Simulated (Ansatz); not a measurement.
# UCCSD(T)/STO-3G run of SiNH4 (SMILES [NH][SiH3])

Aim: the vertical doublet–quartet gap of SiNH4 at UCCSD(T)/STO-3G, from 2 runs. 

The calculation is run with Ansatz 0.2.0.

46 further runs of the same task are left out: 46 set aside as unsound or not needed.

## Step 1: The system as given

The species is SiNH4 (6 atoms), meant as a doublet with charge 0. As SMILES, `[NH][SiH3]`. Geometry: relaxed at PBE0-D4/def2-TZVP.

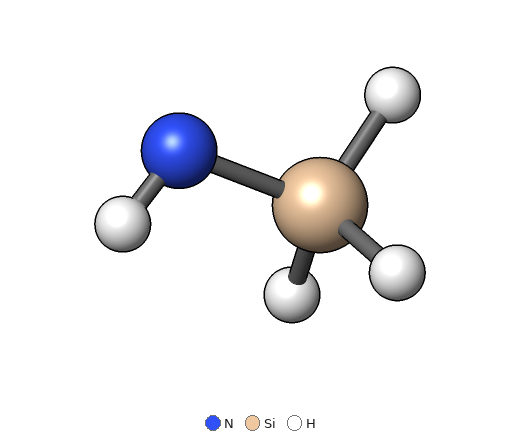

Viewed from a chosen angle; nitrogen blue, silicon light orange, hydrogen white.

## Step 2: The energy at UCCSD(T)/STO-3G

File in.yaml:

```yaml
crystal:
  periodic: [false, false, false]
  atoms:
    - {symbol: "N", position_ang: [0.592100, -0.835200, 0.909500]}
    - {symbol: Si, position_ang: [-0.203700, 0.347600, -0.110000]}
    - {symbol: H, position_ang: [0.922800, -1.640700, 0.372700]}
    - {symbol: H, position_ang: [-1.310600, -0.282300, -0.885500]}
    - {symbol: H, position_ang: [0.789500, 0.911800, -1.068900]}
    - {symbol: H, position_ang: [-0.748100, 1.434800, 0.736200]}
basis:
  gaussian:
    orbitals: STO-3G
magnetization:
  spin_polarized: true
  initial_magnetization: 1
correlation:
  method: ccsd_t
  frozen_orbitals: {H: 0, "N": 1, Si: 5}
accuracy: high
scf:
  omitted_lower_state_checks: [cluster_reference, increment]
```

Launch:

```sh
$ ansatz run in.yaml --threads 1 --pin off --max-ram 2610MiB --events-out events.jsonl --progress --plain --runs-dir runs
```

Output (excerpt; [...] marks lines left out):

```text
Warning: RAYON_NUM_THREADS=1 ignored (pool sized by the plan → 1); use --threads N
Functional definition: HF
  name "HF"
[...]
314 factors; integrals over basis functions are off by at most 1.1e-8 eV
[...]
mean field -9296.11885246 eV, -341.6260666921 hartree, gradient 6.8e-8 eV, S^2 0.758828; 0 other end points of the search recorded, 0 dependent functions left out
6 core orbitals not correlated: weight in the atoms' cores, before any rotation towards them, 1.000 or more for the frozen orbitals, at most 0.000 for the correlated occupied ones
reference -9296.11885246 eV, -341.6260666921 hartree; 7, 6 occupied and 5, 6 virtual orbitals, 314 factors
second order -1.86492062 eV of doubles, -0.00000000 eV of singles
cycle   1  -2.39752649 eV  change   -5.3e-1 eV  update   6.0e-2
[...]
cycle  25  -2.70824426 eV  change  -4.4e-10 eV  update  7.9e-10
perturbative correction -0.02454497 eV, -0.0009020111 hartree
Total energy: -9298.85164169 eV, -341.7264948440 hartree
Checks for a lower state left out: cluster_reference, increment
```

Wall time 0.24 s (1 thread of Arm Neoverse V1, shared host).

## Step 3: The quartet, same level

File molecule.yaml:

```yaml
basis:
  gaussian: {orbitals: STO-3G}
crystal:
  periodic: [false, false, false]
  atoms:
    - {symbol: "N", position_ang: [0.592100, -0.835200, 0.909500]}
    - {symbol: Si, position_ang: [-0.203700, 0.347600, -0.110000]}
    - {symbol: H, position_ang: [0.922800, -1.640700, 0.372700]}
    - {symbol: H, position_ang: [-1.310600, -0.282300, -0.885500]}
    - {symbol: H, position_ang: [0.789500, 0.911800, -1.068900]}
    - {symbol: H, position_ang: [-0.748100, 1.434800, 0.736200]}
magnetization: {spin_polarized: true, initial_magnetization: 3}
correlation: {method: ccsd_t, frozen_orbitals: {H: 0, "N": 1, Si: 5}}
accuracy: high
scf: {omitted_lower_state_checks: [cluster_reference, increment]}
```

Launch:

```sh
$ ansatz run molecule.yaml --threads 1 --pin off --max-ram 2610MiB --events-out events.jsonl --progress --plain --runs-dir runs
```

Output (excerpt; [...] marks lines left out):

```text
Warning: RAYON_NUM_THREADS=1 ignored (pool sized by the plan → 1); use --threads N
[... 2 set-up lines as earlier in the session ...]
[...]
314 factors; integrals over basis functions are off by at most 1.1e-8 eV
[...]
mean field -9286.73745890 eV, -341.2813068377 hartree, gradient 2.8e-8 eV, S^2 3.757469; 2 other end points of the search recorded, 0 dependent functions left out
6 core orbitals not correlated: weight in the atoms' cores, before any rotation towards them, 1.000 or more for the frozen orbitals, at most 0.000 for the correlated occupied ones
reference -9286.73745890 eV, -341.2813068377 hartree; 8, 5 occupied and 4, 7 virtual orbitals, 314 factors
second order -1.49597391 eV of doubles, -0.00000000 eV of singles
cycle   1  -1.99197201 eV  change   -5.0e-1 eV  update   6.1e-2
[...]
cycle  33  -2.33628948 eV  change   3.5e-10 eV  update  7.8e-10
perturbative correction -0.02197693 eV, -0.0008076372 hartree
Total energy: -9289.09572530 eV, -341.3679715296 hartree
Checks for a lower state left out: cluster_reference, increment
```

It took 0.28 s on 1 thread of Arm Neoverse V1, shared host.

## Step 4: Summary of results

At UCCSD(T)/STO-3G, 6 core orbitals frozen:

```
                                            quantity          value
                               doublet: total energy  -341.72649 Eh
doublet: correlation energy (6 core orbitals frozen)     -100.4 mEh
                             doublet: (T) correction      -0.90 mEh
          doublet: ⟨S²⟩ of the reference determinant          0.759
                              doublet: T1 diagnostic          0.008
                               quartet: total energy  -341.36797 Eh
quartet: correlation energy (6 core orbitals frozen)      -86.7 mEh
                             quartet: (T) correction      -0.81 mEh
          quartet: ⟨S²⟩ of the reference determinant          3.757
                              quartet: T1 diagnostic          0.014
    vertical energy of the quartet above the doublet       9.756 eV
```

At this shape the quartet lies 9.76 eV (941 kJ/mol) above the doublet. In a minimal basis such a difference can be off by several eV, whatever the method. The triples (doublet) make up 0.9 % of the correlation energy. The triples (quartet) make up 0.9 % of the correlation energy.
